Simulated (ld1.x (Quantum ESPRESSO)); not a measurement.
# Pseudopotential generation for aluminium: PAW, PBEsol

Aim: build the potential from the settings below, then test how well it stands in for the atom: other configurations, scattering, ghost states and the plane-wave cutoff that it needs.

Method: ld1.x (Quantum ESPRESSO) 7.5, PBEsol, scalar-relativistic.

## 1. Starting point

The settings as typed:

```
element                 : aluminium (Al, Z = 13)
type                    : PAW
frozen core             : [He]
valence charge          : 11
reference configuration : 2s2 2p6 3s2 3p1
partial waves           : 2s (bound): rcut 0.90, rcutus 1.20 bohr; 3s (bound): rcut 0.90, rcutus 1.20 bohr; 2p (bound): rcut 1.00, rcutus 1.05 bohr; 3p (bound): rcut 1.00, rcutus 1.05 bohr; 3d channel at 0.3 Ry: rcut 0.85, rcutus 1.15 bohr
local potential         : all-electron potential smoothed inside 1.10 bohr (lloc = -1)
core correction         : Bessel-smoothed model core inside 0.75 bohr
augmentation charge     : PSQ, inside the norm-conserving radii
```

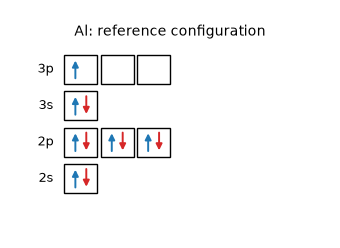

The outer shells as boxes. The arrows follow Hund's rule for the drawing; the calculation itself is spin-unpolarised.

An earlier all-electron run gives the scale for the radii.

All-electron outer shells of the reference configuration (PBEsol, scalar-relativistic, ld1.x):

```tsv
shell	level (eV)	outermost node (bohr)	outermost maximum (bohr)
1s	-1507.83	–	0.08
2s	-107.85	0.16	0.50
2p	-69.54	–	0.43
3s	-7.71	0.80	2.09
3p	-2.69	0.82	2.64
```

## 2. The generation run

Contents of Al.in:

```
 &input
   title='Al', zed=13., rel=1, dft='PBESOL', iswitch=3,
   config='[Ne] 3s2 3p1 3d-2',
   nld=3, rlderiv=1.30, eminld=-10.0, emaxld=5.0, deld=0.04
 /
 &inputp
   pseudotype=3, lpaw=.true., tm=.true., lloc=-1, rcloc=1.10,
   nlcc=.true., new_core_ps=.true., rcore=0.75,
   which_augfun='PSQ', rmatch_augfun_nc=.true.,
   file_pseudopw='Al.UPF', file_wfcaegen='ae.wfc', file_wfcncgen='nc.wfc', file_beta='beta', file_chi='chi', file_wfcusgen='us.wfc'
 /
5
2S  1  0   2.00   0.00  0.90  1.20  0.0
3S  2  0   2.00   0.00  0.90  1.20  0.0
2P  2  1   6.00   0.00  1.00  1.05  0.0
3P  3  1   1.00   0.00  1.00  1.05  0.0
3D  3  2  -2.00   0.30  0.85  1.15  0.0
 &test
   configts(1)='2s2 2p6 3s2 3p1'
 /
```

On the command line:

```sh
$ ld1.x < Al.in > Al.out
```

The output, Al.out (without the banner and most projector matrices):

```text
     Program LD1 v.7.5

     !!!!!!!!!!!!!!!!!!! WARNING !!!!!!!!!!!!!!!!!!!!!!!
     Message from routine ld1_readin:
     US requires at least two energies per channel 3D
     !!!!!!!!!!!!!!!!!!!!!!!!!!!!!!!!!!!!!!!!!!!!!!!!!!!
     --------------------------- All-electron run ----------------------------

     Al
     scalar relativistic calculation

     atomic number is 13.00
     dft =PBESOL   lsd =0 sic =0 latt =0  beta=0.20 tr2=1.0E-14
     Exchange-correlation= PBESOL
                           (   1   4  10   8   0   0   0)
     mesh =1135 r(mesh) = 100.48924 a.u. xmin = -7.00 dx = 0.01250
     1 Ry =  13.60569312 eV, c = 137.03599908

     n l     nl                  e(Ry)          e(Ha)          e(eV)
     1 0     1S 1( 2.00)      -110.8237       -55.4118     -1507.8330
     2 0     2S 1( 2.00)        -7.9266        -3.9633      -107.8472
     2 1     2P 1( 6.00)        -5.1111        -2.5555       -69.5394
     3 0     3S 1( 2.00)        -0.5670        -0.2835        -7.7149
     3 1     3P 1( 1.00)        -0.1977        -0.0988        -2.6895

     final scf error:  3.9E-15 reached in  22 iterations

     Etot =    -484.392823 Ry,    -242.196412 Ha,   -6590.500101 eV

     Ekin =     485.151537 Ry,     242.575769 Ha,    6600.822933 eV
     Encl =   -1159.476966 Ry,    -579.738483 Ha,  -15775.487787 eV
     Eh   =     225.781606 Ry,     112.890803 Ha,    3071.915248 eV
     Exc  =     -35.849000 Ry,     -17.924500 Ha,    -487.750496 eV

     normalization and overlap integrals

     s(1S/1S) =  1.000000  <r> =   0.1204  <r2> =    0.0195  r(max) =   0.0789
     s(2S/2S) =  1.000000  <r> =   0.6270  <r2> =    0.4716  r(max) =   0.4954
     s(2P/2P) =  1.000000  <r> =   0.6039  <r2> =    0.4639  r(max) =   0.4264
     s(3S/3S) =  1.000000  <r> =   2.5469  <r2> =    7.5760  r(max) =   2.0856
     s(3P/3P) =  1.000000  <r> =   3.4340  <r2> =   14.2108  r(max) =   2.6447

     ------------------------ End of All-electron run ------------------------

     --------------------- Generating PAW atomic setup --------------------

      Generating local potential from pseudized AE potential:
      Matching radius rcloc =   1.1000

      Local pseudo, rcloc= 1.089 Estimated cut-off energy=    20.32 Ry

      Computing core charge for nlcc:

       r > 0.76 : true rho core
      Core charge pseudized with two Bessel functions
      Integrated core pseudo-charge :   0.00
      Wfc-us  2S rcutus= 1.203  Estimated cut-off energy=    37.33 Ry
      Wfc-us  3S rcutus= 1.203  Estimated cut-off energy=    78.78 Ry
      Wfc-us  2P rcutus= 1.062  Estimated cut-off energy=    73.05 Ry
      Wfc-us  3P rcutus= 1.062  Estimated cut-off energy=   139.67 Ry
      Wfc-us  3D rcutus= 1.145  Estimated cut-off energy=    79.23 Ry

     Required augmentation: PSQ   radius:    1.200000

     Q pseudized with Bessel functions
     Expected ecutrho=     530.9757 due to l1=  1   l2=  2

     Estimated PAW energy = -177.415138 Ryd

     The PAW screened D coefficients
    -2.86171     0.89585     0.00000     0.00000     0.00000
     0.89585    -0.03104     0.00000     0.00000     0.00000
     0.00000     0.00000    -5.56754    -1.01275     0.00000
     0.00000     0.00000    -1.01275    -0.67446     0.00000
     0.00000     0.00000     0.00000     0.00000    -0.11161

     The PAW descreened D coefficients (US)
    -0.16986    -1.13924     0.00000     0.00000     0.00000
    -1.13924    -2.20410     0.00000     0.00000     0.00000
     0.00000     0.00000     0.74794    -0.90461     0.00000
     0.00000     0.00000    -0.90461    -1.05274     0.00000
     0.00000     0.00000     0.00000     0.00000    -0.09160

     ------------------- End of pseudopotential generation -------------------

     [... the all-electron block is printed once more ...]


     Computing logarithmic derivative in   1.30515
     Computing logarithmic derivative in   1.30515
     Computing the partial wave expansion
     R is outside the sphere for l=    0 j= 0.00
     R is outside the sphere for l=    0 j= 0.00
     R is outside the sphere for l=    1 j= 0.00
     R is outside the sphere for l=    1 j= 0.00
     R is outside the sphere for l=    2 j= 0.00

     ---------------------- Testing the pseudopotential ----------------------

     Al
     scalar relativistic calculation

     atomic number is 13.00   valence charge is 11.00
     dft = SLA  PW   PSX  PSC   lsd =0 sic =0 latt =0  beta=0.20 tr2=1.0E-14
     mesh =1135 r(mesh) = 100.48924 xmin = -7.00 dx = 0.01250

     n l     nl             e AE (Ry)        e PS (Ry)    De AE-PS (Ry)
     1 0     2S   1( 2.00)       -7.92662       -7.92650       -0.00012
     2 1     2P   1( 6.00)       -5.11105       -5.11093       -0.00012
     2 0     3S   1( 2.00)       -0.56703       -0.56702       -0.00001
     3 1     3P   1( 1.00)       -0.19767       -0.19767       -0.00001

     eps = 7.3E-15  iter =  6

     Etot =    -484.392823 Ry,    -242.196412 Ha,   -6590.500101 eV
     Etotps =  -177.415123 Ry,     -88.707562 Ha,   -2413.855722 eV

     Ekin =     167.450606 Ry,      83.725303 Ha,    2278.281554 eV
     Encl =    -429.315741 Ry,    -214.657871 Ha,   -5841.138228 eV
     Ehrt =     120.299194 Ry,      60.149597 Ha,    1636.753912 eV
     Ecxc =     -35.849181 Ry,     -17.924591 Ha,    -487.752961 eV
     (Ecc =      -0.000590 Ry,      -0.000295 Ha,      -0.008032 eV)

     ---------------------- End of pseudopotential test ----------------------
```

It took 2.4 s on 1 thread, shared host. This counts the later configuration tests of the new file too.

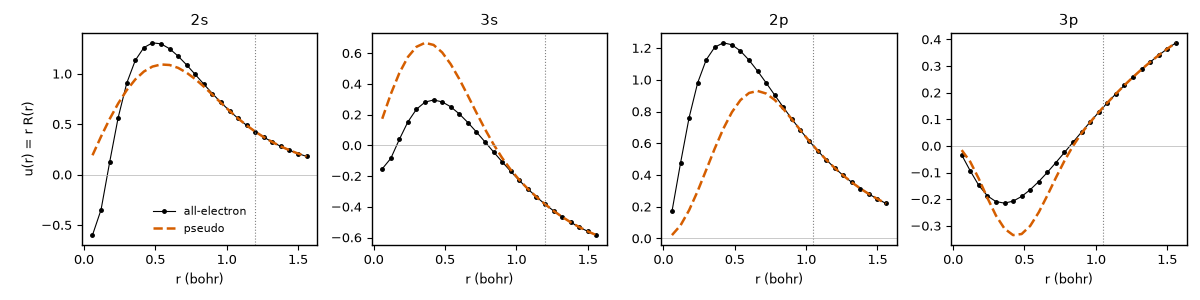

All-electron and pseudo partial waves (2s, 3s, 2p, 3p), with the matching radii dotted. The curves join 26 sampled radii.

## 3. Configuration tests

Contents of Al.test.in:

```
 &input
   title='Al', zed=13., rel=1, dft='PBESOL', iswitch=2,
   config='[Ne] 3s2 3p1 3d-2'
 /
 &test
   file_pseudo='Al.UPF', nconf=8,
   configts(1)='2s2 2p6 3s2 3p1',
   configts(2)='2s2 2p6 3s2 3p0',
   configts(3)='2s2 2p6 3s1 3p0',
   configts(4)='2s2 2p6 3s0 3p0',
   configts(5)='2s2 2p6 3s2 3p0.5',
   configts(6)='2s2 2p5 3s2 3p1',
   configts(7)='2s1 2p6 3s2 3p1',
   configts(8)='2s2 2p6 3s0 3p3'
 /
```

On the command line:

```sh
$ ld1.x < Al.test.in > Al.test.out
```

Al.test.out, the pseudopotential blocks:

```text
     ---------------------- Testing the pseudopotential ----------------------

     Al
     scalar relativistic calculation

     atomic number is 13.00   valence charge is 11.00
     dft =SLA  PW   PSX  PSC   lsd =0 sic =0 latt =0  beta=0.20 tr2=1.0E-14
     mesh =1135 r(mesh) = 100.48924 xmin = -7.00 dx = 0.01250

     n l     nl             e AE (Ry)        e PS (Ry)    De AE-PS (Ry)
     1 0     2S   1( 2.00)       -7.92662       -7.92650       -0.00012
     2 1     2P   1( 6.00)       -5.11105       -5.11093       -0.00012
     2 0     3S   1( 2.00)       -0.56703       -0.56702       -0.00001
     3 1     3P   1( 1.00)       -0.19767       -0.19767       -0.00001

     eps = 6.9E-15  iter =  6

     Etot =    -484.392823 Ry,    -242.196412 Ha,   -6590.500101 eV
     Etotps =  -177.415125 Ry,     -88.707563 Ha,   -2413.855749 eV

     Ekin =     167.450605 Ry,      83.725303 Ha,    2278.281547 eV
     Encl =    -429.315743 Ry,    -214.657872 Ha,   -5841.138255 eV
     Ehrt =     120.299194 Ry,      60.149597 Ha,    1636.753921 eV
     Ecxc =     -35.849182 Ry,     -17.924591 Ha,    -487.752962 eV
     (Ecc =      -0.000590 Ry,      -0.000295 Ha,      -0.008032 eV)

     ---------------------- End of pseudopotential test ----------------------
```

7 tests gave no usable result (2s2 2p6 3s2 3p0; 2s2 2p6 3s1 3p0; 2s2 2p6 3s0 3p0; 2s2 2p6 3s2 3p0.5; others); the test run stopped with "negative rho".

## 4. Logarithmic derivatives

Taken from the files of the generation run. The phase is arctan(r·u′/u) with u = r·R, unwrapped, with energies in Ry. A pole is an energy at which the radial function vanishes at the test radius. The pseudo phase is shifted by a multiple of π to meet the all-electron one at the reference energy. Levels narrower than the energy grid can be missing from the poles. The last column is the largest difference on the grid between −1 and +1 Ry.

| channel | radius (bohr) | reference (Ry) | poles AE | poles PS | energies with phases within 0.05 rad (Ry) | largest difference near zero (rad) |
| --- | --- | --- | --- | --- | --- | --- |
| s | 1.30 | -0.57 | -7.33 | -7.34 | below 1.8 | 0.008 |
| p | 1.30 | -0.20 | -4.50 | -4.50 | the whole range | 0.000 |
| d | 1.30 | 0.30 | none | none | the whole range | 0.000 |

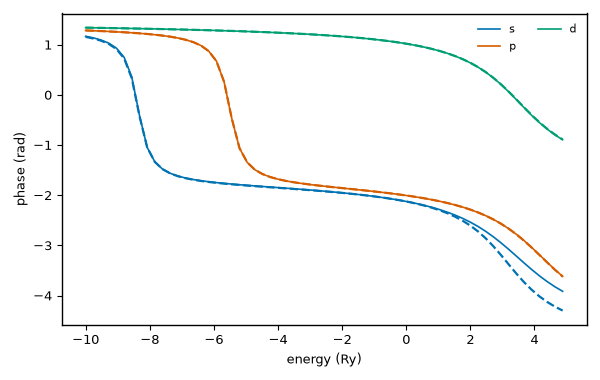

All-electron (solid) and pseudo (dashed) phases against energy.

## 5. Cutoff and ghost test in a Bessel basis

A separate test, outside the generator: the pseudo-atom's Hamiltonian at the reference potential is diagonalised in spherical Bessel functions j_l(qr) that vanish at 20 bohr, with q² up to the cutoff.

All-electron valence levels (Ry): 2s -7.9266, 3s -0.5670, 2p -5.1110, 3p -0.1977. The lowest levels of each channel (Ry) by cutoff; the last column sums, over occupied levels, occupation times the distance from the level at 400 Ry. A positive value is a state of the box, at any cutoff.

```tsv
cutoff (Ry)	s #1	s #2	p #1	p #2	d #1	f #1	Σ f·Δε (mRy)
8	-7.0612	-0.3662	-1.9582	-0.0466	0.0481	0.1031	21200.9
18	-7.8227	-0.4508	-4.1224	-0.1178	0.0479	0.1031	6451.9
40	-7.9257	-0.5220	-5.0336	-0.1580	0.0479	0.1031	596.3
60	-7.9262	-0.5633	-5.1042	-0.1706	0.0478	0.1031	76.8
100	-7.9266	-0.5668	-5.1104	-0.1952	0.0478	0.1031	6.9
110	-7.9266	-0.5669	-5.1107	-0.1968	0.0478	0.1031	3.4
140	-7.9266	-0.5670	-5.1110	-0.1974	0.0478	0.1031	0.9
180	-7.9266	-0.5670	-5.1110	-0.1976	0.0478	0.1031	0.4
400	-7.9266	-0.5671	-5.1111	-0.1977	0.0478	0.1031	0.0
```

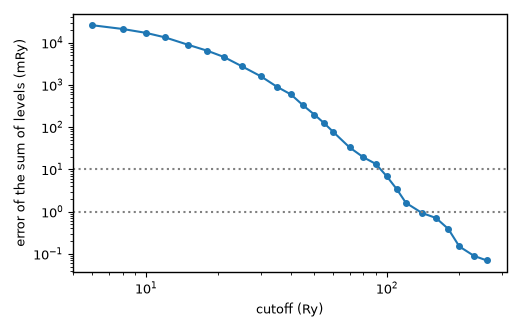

Occupation-weighted error of the valence levels against the cutoff; the dotted lines mark 10 and 1 mRy.

The sum stays within 10 mRy from 100 Ry and within 1 mRy from 140 Ry. The sum leaves out empty levels, which can need more. Ghost test: no level below the all-electron spectrum of its channel (s, p, d, f tested).

## 6. What came out

```
                                                quantity              value
               cutoffs for 10 and 1 mRy, occupied levels  100 Ry and 140 Ry
                                            bound ghosts         none found
                                     configuration tests        none solved
largest phase difference near zero energy, channels read          0.008 rad
         lowest eigenvalue of the overlap (Bessel basis)          0.057 (s)
               density cutoff estimated by the generator             531 Ry
```

In words: The test run broke off, so the later configurations were never tried; the verdict rests on few tests. By its cutoff, 100 Ry for the looser tolerance, it is hard. The slowest level is 3p: taken alone it needs 110 Ry to come within 1 mRy, against 80 Ry for 2p. It is free of bound ghosts as far as tested. Near zero energy the phases of the channels with partial waves agree within 0.008 rad. All of this concerns the isolated atom, not yet a solid.
